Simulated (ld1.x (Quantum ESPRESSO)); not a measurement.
Run report: Ar, pseudopotential generation (part 2 of 2)

Continued. System: argon (Ar, Z = 18), core [Ne], reference valence 3s2 3p4 (an ion of charge +2), valence charge 8. Method: PAW potential, PBE, non-relativistic, made with ld1.x (Quantum ESPRESSO) 7.5.

## Output of the test run (extracts), continued
```
     ---------------------- Testing the pseudopotential ----------------------

     Ar

     atomic number is 18.00   valence charge is  8.00
     dft =SLA  PW   PBX  PBC   lsd =0 sic =0 latt =0  beta=0.20 tr2=1.0E-14
     mesh =1161 r(mesh) = 100.44680 xmin = -7.00 dx = 0.01250

     n l     nl             e AE (Ry)        e PS (Ry)    De AE-PS (Ry)
     1 0     3S   1( 2.00)       -5.97455       -5.97768        0.00313
     2 1     3P   1( 2.00)       -4.81280       -4.81605        0.00324

     eps = 6.7E-15  iter =  8

     Etot =   -1044.040006 Ry,    -522.020003 Ha,  -14204.887930 eV
     Etotps =   -84.132093 Ry,     -42.066047 Ha,   -1144.675446 eV
     dEtot_ae =       7.365511 Ry
     dEtot_ps =       7.367842 Ry,   Delta E=      -0.002331 Ry

     Ekin =      39.779520 Ry,      19.889760 Ha,     541.227941 eV
     Encl =     -77.632311 Ry,     -38.816155 Ha,   -1056.241394 eV
     Ehrt =      11.105125 Ry,       5.552563 Ha,     151.092927 eV
     Ecxc =     -57.384428 Ry,     -28.692214 Ha,    -780.754920 eV
     (Ecc =     -14.950093 Ry,      -7.475046 Ha,    -203.406374 eV)

     ---------------------- End of pseudopotential test ----------------------

     ---------------------- Testing the pseudopotential ----------------------

     Ar

     atomic number is 18.00   valence charge is  8.00
     dft =SLA  PW   PBX  PBC   lsd =0 sic =0 latt =0  beta=0.20 tr2=1.0E-14
     mesh =1161 r(mesh) = 100.44680 xmin = -7.00 dx = 0.01250

     n l     nl             e AE (Ry)        e PS (Ry)    De AE-PS (Ry)
     1 0     3S   1( 1.00)       -2.72364       -2.72348       -0.00016
     2 1     3P   1( 6.00)       -1.66587       -1.66573       -0.00015

     eps = 8.1E-15  iter =  6

     Etot =   -1052.457537 Ry,    -526.228769 Ha,  -14319.414279 eV
     Etotps =   -92.551861 Ry,     -46.275931 Ha,   -1259.232220 eV
     dEtot_ae =      -1.052020 Ry
     dEtot_ps =      -1.051925 Ry,   Delta E=      -0.000095 Ry

     Ekin =      50.009989 Ry,      25.004995 Ha,     680.420564 eV
     Encl =    -111.317009 Ry,     -55.658505 Ha,   -1514.545067 eV
     Ehrt =      29.220638 Ry,      14.610319 Ha,     397.567036 eV
     Ecxc =     -60.465479 Ry,     -30.232740 Ha,    -822.674753 eV
     (Ecc =     -14.950093 Ry,      -7.475046 Ha,    -203.406374 eV)

     ---------------------- End of pseudopotential test ----------------------
```

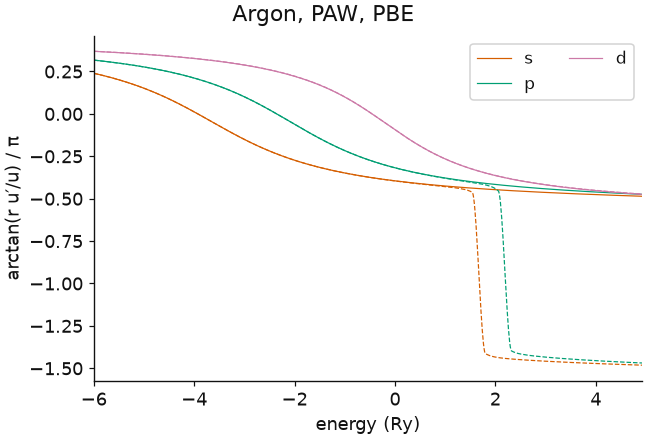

*Unwrapped phase arctan(r u′/u) in units of π against energy, all-electron (solid) and pseudo (dashed); the pseudo phase is matched to the all-electron one at the reference energy. Here u = r R(r). A near-vertical step is a level narrower than the spacing of the points behind the curves.*

- Range over which the phases agree within 0.05 rad: s: up to about 1.5 Ry; p: up to about 1.9 Ry; d: over the whole range drawn.
- Ghost states: Going away from the reference energies, the phases part by more than π/2 in: s at about 1.7 Ry (above its reference energy, pseudo phase lower); p at about 2.2 Ry (above its reference energy, pseudo phase lower). Such a step is either a state that only one of the two atoms has or an ordinary level shifted in energy. The separate test gives: no ghost state below the valence levels in the s, p, d, f channels.

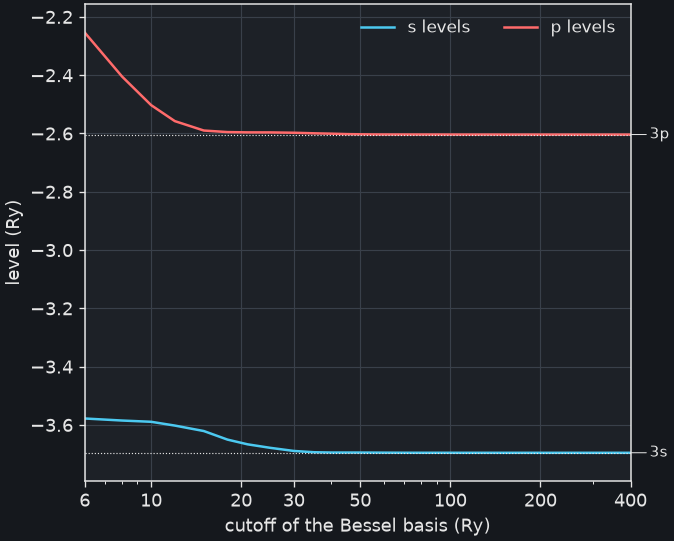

*The pseudo-atom Hamiltonian at the reference potential is diagonalised in spherical Bessel functions (20 bohr box) up to the cutoff. Curves: the lowest levels of each channel that holds a bound state. Dotted lines: the all-electron valence levels.*

- Ghost states: no ghost state below the valence levels in the s, p, d, f channels. The curves of the valence states settle on the dotted lines.
- All-electron valence levels: 3s: -3.7 Ry; 3p: -2.60 Ry.

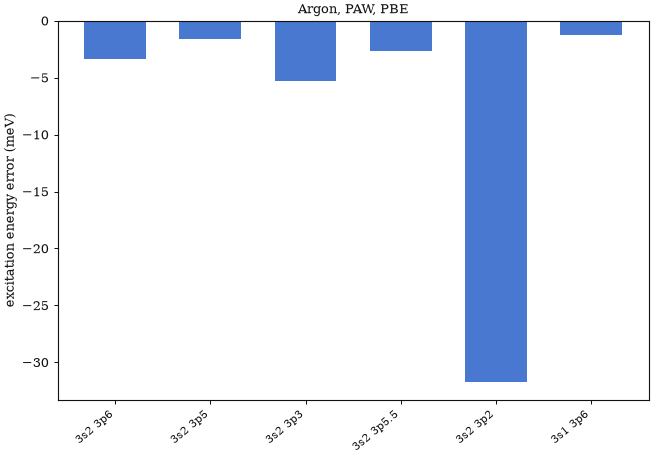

*Errors, all-electron minus pseudo, of the energies of valence configurations relative to the unpolarised reference 3s2 3p4.*

- Worst configuration: 3s2 3p2 (charge +4): the error is -32 meV on an all-electron energy of +100.21 eV relative to the reference, or 0.032 %.
- Errors in meV: 3s2 3p6: -3.4; 3s2 3p5: -1.6; 3s2 3p3: -5.3; 3s2 3p5.5: -2.7; 3s2 3p2: -32; 3s1 3p6: -1.3.

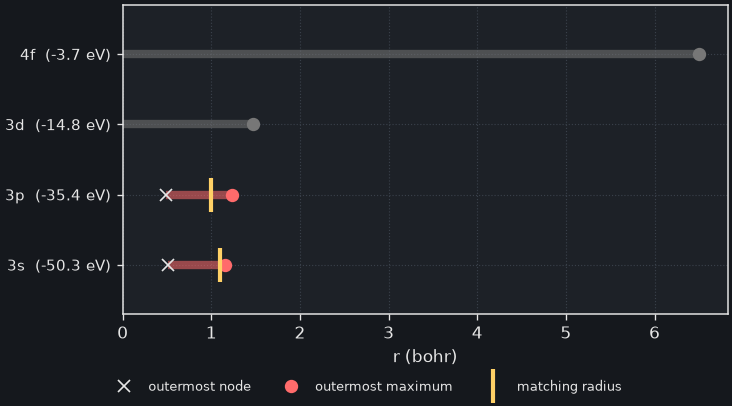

*Outer shells of the all-electron reference atom: each bar runs from the outermost node (or the nucleus) to the outermost maximum of u(r); the tick is the radius chosen for the pseudo-wave. Shells without a tick have no pseudo-wave of their own. Levels, nodes and maxima are from ld1.x, non-relativistic.*

- Radii against the shells: 3s: 1.10 bohr, between node and maximum; 3p: 1.00 bohr, between node and maximum.

Outcome of the run: generated, with a spurious state above the valence levels.
